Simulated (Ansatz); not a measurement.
The starting structures come from a database of crystals and need not be the phases stable at ambient conditions.

 Where the default PAW files enter, the runs use the earlier of Ansatz's two default sets.

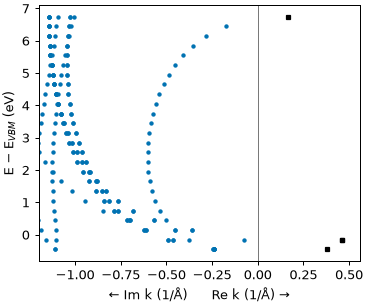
Figure: Complex bands at the centre of the two-dimensional zone; r2SCAN in Ansatz (a first-principles code)

The gap is the functional's own, uncorrected, and κ follows it; spin-orbit coupling is left out. Mid-gap values are interpolated between the computed energies.

Problem. This is CaSnF6 (Fm-3m, not sure to be the ambient phase, 8 atoms a cell, 18.8 Å³ an atom) along the normal of (111). Read off the slowest decay at the centre of the two-dimensional zone at 3.45 eV, the computed energy nearest the middle of the gap.

Solution. κ ≈ 0.59 1/Å, a decay length 1/(2κ) of the density of 0.85 Å.
